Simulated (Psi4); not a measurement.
Process, species as SMILES: S=C=S + 4 [H][H] (H2) → C (CH4) + 2 S (H2S)
B3LYP-D3(BJ)/def2-TZVP geometries, fixed; electronic energies without zero-point terms.

Basis-set convergence of the energy of full hydrogenation at PBE with Psi4. Cartesian d functions, on some or all atoms, in 6-31G*; all else is spherical. Density fitting with the program's default auxiliary sets. Psi4's default fitting sets serve the pcseg sets less well. No added dispersion term, no relativity. Functions are those of the species that has most. Reference: the value in aug-cc-pV(Q+d)Z, -64.78 kcal/mol, itself unsure by roughly 0.35 kcal/mol (its mean distance from def2-QZVPPD, def2-QZVPP, cc-pV(Q+d)Z). Deviations are taken from unrounded values.

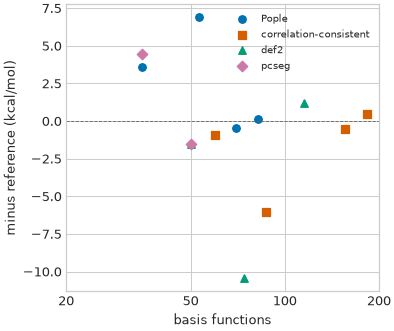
Fig. 1. Deviation from the reference against the number of basis functions, by family of sets.

```json
[
 {"basis": "6-31G", "functions": "35", "energy of full hydrogenation (kcal/mol)": "-61.19", "minus reference (kcal/mol)": "3.59"},
 {"basis": "pcseg-0", "functions": "35", "energy of full hydrogenation (kcal/mol)": "-60.32", "minus reference (kcal/mol)": "4.46"},
 {"basis": "def2-SVP", "functions": "50", "energy of full hydrogenation (kcal/mol)": "-66.31", "minus reference (kcal/mol)": "-1.53"},
 {"basis": "pcseg-1", "functions": "50", "energy of full hydrogenation (kcal/mol)": "-66.30", "minus reference (kcal/mol)": "-1.52"},
 {"basis": "6-31G*", "functions": "53", "energy of full hydrogenation (kcal/mol)": "-57.89", "minus reference (kcal/mol)": "6.89"},
 {"basis": "cc-pV(D+d)Z", "functions": "60", "energy of full hydrogenation (kcal/mol)": "-65.71", "minus reference (kcal/mol)": "-0.93"},
 {"basis": "6-311G**", "functions": "70", "energy of full hydrogenation (kcal/mol)": "-65.25", "minus reference (kcal/mol)": "-0.47"},
 {"basis": "def2-SVPD", "functions": "74", "energy of full hydrogenation (kcal/mol)": "-75.22", "minus reference (kcal/mol)": "-10.44"},
 {"basis": "6-311+G**", "functions": "82", "energy of full hydrogenation (kcal/mol)": "-64.62", "minus reference (kcal/mol)": "0.16"},
 {"basis": "aug-cc-pV(D+d)Z", "functions": "87", "energy of full hydrogenation (kcal/mol)": "-70.84", "minus reference (kcal/mol)": "-6.06"},
 {"basis": "def2-TZVPP", "functions": "115", "energy of full hydrogenation (kcal/mol)": "-63.57", "minus reference (kcal/mol)": "1.21"},
 {"basis": "aug-cc-pV(T+d)Z", "functions": "156", "energy of full hydrogenation (kcal/mol)": "-65.30", "minus reference (kcal/mol)": "-0.52"},
 {"basis": "cc-pV(Q+d)Z", "functions": "183", "energy of full hydrogenation (kcal/mol)": "-64.34", "minus reference (kcal/mol)": "0.44"}
]
```
